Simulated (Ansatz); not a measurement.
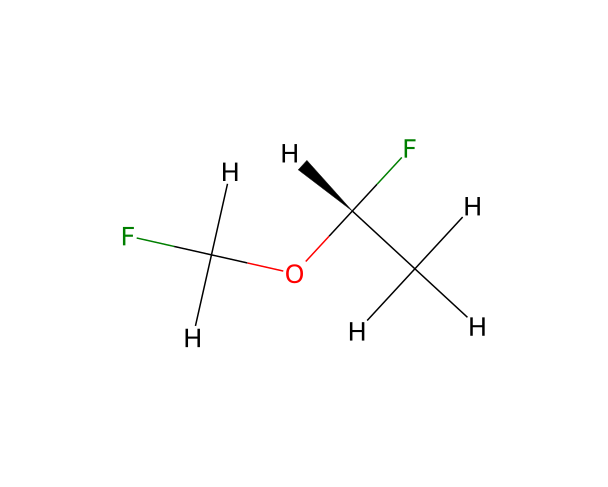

2D structure.

> Transcribe the drawing into SMILES.

C[C@@H](F)OCF

> What is the molecular formula?

C3H6F2O.

> An optimisation with PBE0-D4/def2-TZVP gave a structure of which point group?

C1.

The parts below concern this one geometry. Atoms keep their numbers from picture to picture. Computed geometry: PBE0-D4/def2-TZVP optimisation.

## Shape

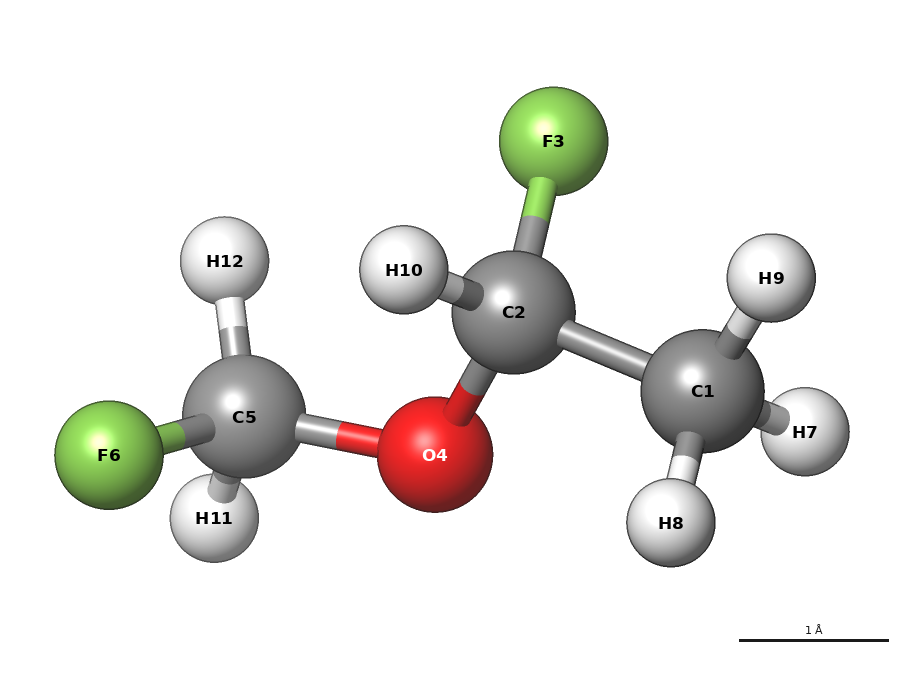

Atoms carry their numbers in the input.

What are the angles C1–C2–O4, C1–C2–H10, C2–C1–H7, C2–C1–H9, C2–O4–C5, F3–C2–O4, F3–C2–H10, O4–C2–H10, O4–C5–F6, O4–C5–H11, O4–C5–H12, F6–C5–H12?

| angle | degrees |
| --- | --- |
| C1–C2–O4 | 108.9 |
| C1–C2–H10 | 113.0 |
| C2–C1–H7 | 109.5 |
| C2–C1–H9 | 109.9 |
| C2–O4–C5 | 114.9 |
| F3–C2–O4 | 108.7 |
| F3–C2–H10 | 106.0 |
| O4–C2–H10 | 110.6 |
| O4–C5–F6 | 110.5 |
| O4–C5–H11 | 107.1 |
| O4–C5–H12 | 112.0 |
| F6–C5–H12 | 107.3 |

## Dipole moment

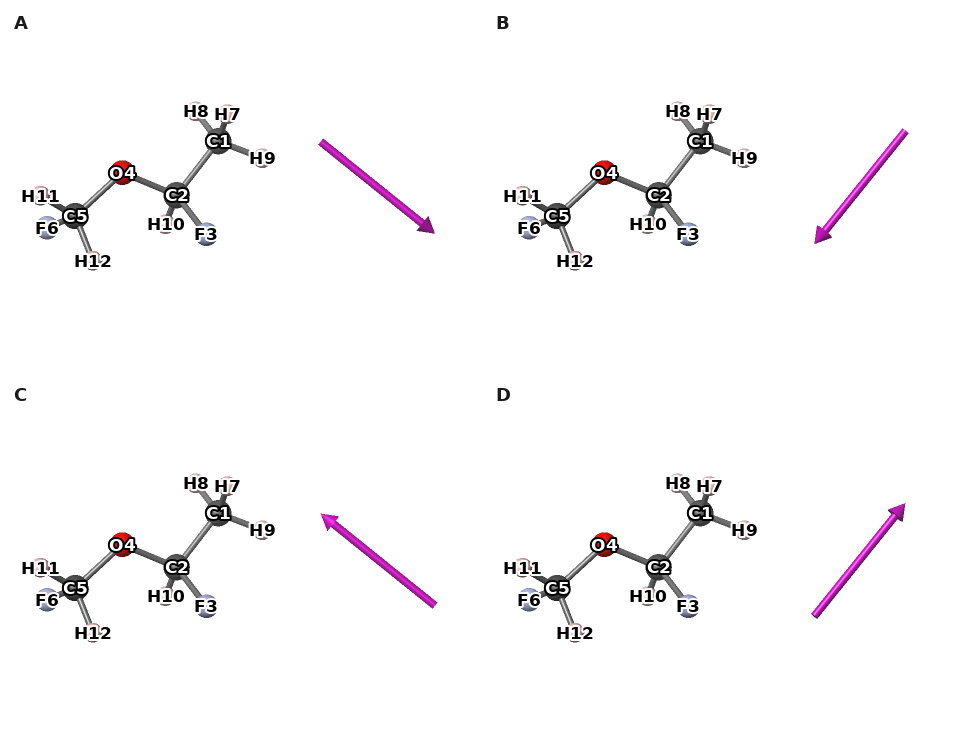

The same molecule four times, each with an arrow. Level of theory: RKS PBE0-D4/def2-TZVP (Ansatz 0.2.0).

> Which arrow points along the dipole moment, from the negative to the positive end?

D. The dipole moment is 0.56 D; it points from the side of H12 to the side of H7, H8, H9 (the outermost atoms at the two ends).

## Electronic properties

Properties computed with RKS PBE0-D4/def2-QZVPP (Ansatz 0.2.0).

Predict the main results.

- HOMO energy (Kohn–Sham orbital): −9.32 eV
- LUMO energy (Kohn–Sham orbital): 0.95 eV
- HOMO–LUMO gap: 10.28 eV
- dispersion correction: −15.2 kJ/mol

## Vibrations

Harmonic vibrations computed with RKS PBE0-D4/def2-TZVP (Ansatz 0.2.0) at a stationary point of the same level.

> How many vibrational modes are there, and where do they lie?

30 modes: 60, 127, 227, 260, 357, 478, 550, 639, 865, 922, 1045, 1108, 1125, 1147, 1195, 1217, 1304, 1379, 1389, 1436, 1448, 1477, 1479, 1525, 3065, 3071, 3074, 3147, 3161, 3165 cm⁻¹.
